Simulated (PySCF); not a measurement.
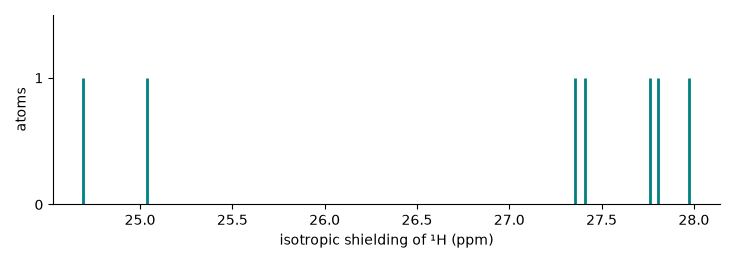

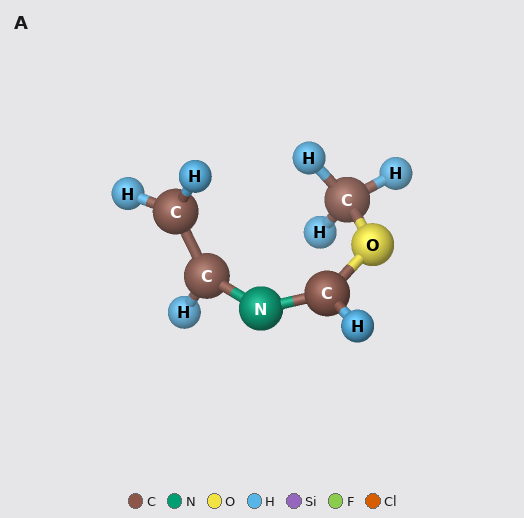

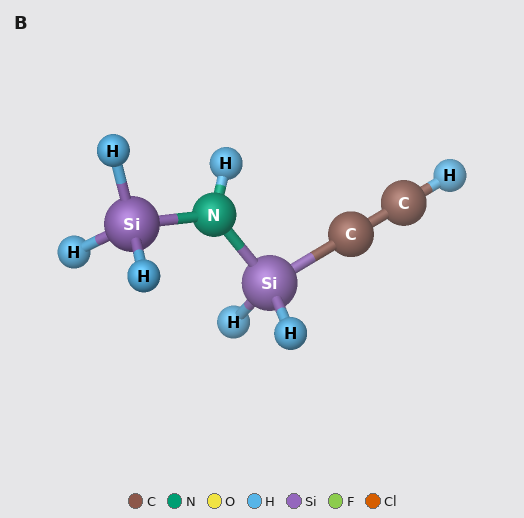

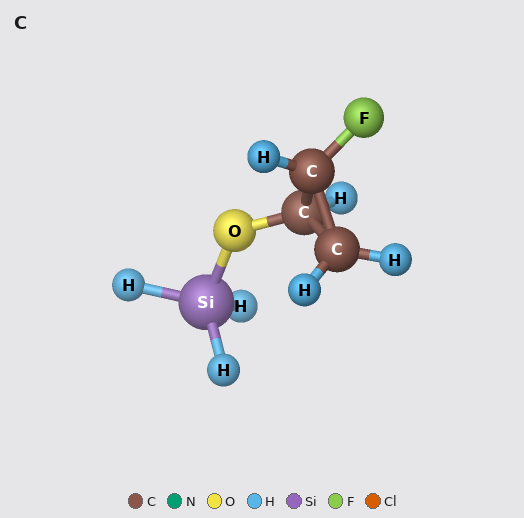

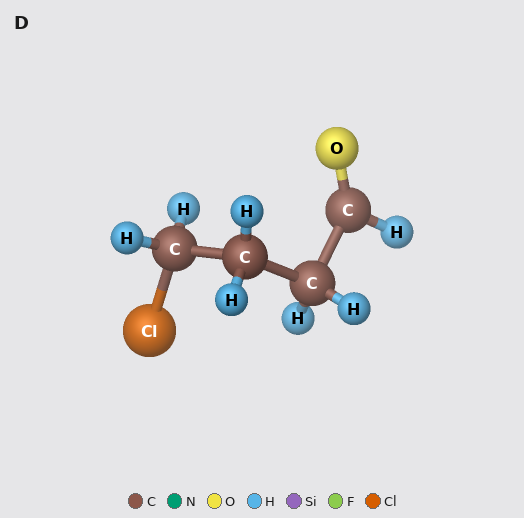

The sticks are computed shieldings of one of the molecules, for one fixed geometry (GFN2-xTB) without averaging over rotations. Low shielding means a high chemical shift. Method: GIAO PBE0/pcSseg-1 NMR shielding, non-relativistic, gas phase (PySCF 2.14.0).

> Which molecule gives this pattern?

A, `C=C/N=C\OC`. Its 7 H atoms give lines at 24.69, 25.04, 27.35, 27.41, 27.76, 27.81, 27.98 ppm.

The geometry is semi-empirical. Around Si such bond lengths and angles can be off by a tenth of an ångström or more and by several degrees, and values that hang on the shape move with them.
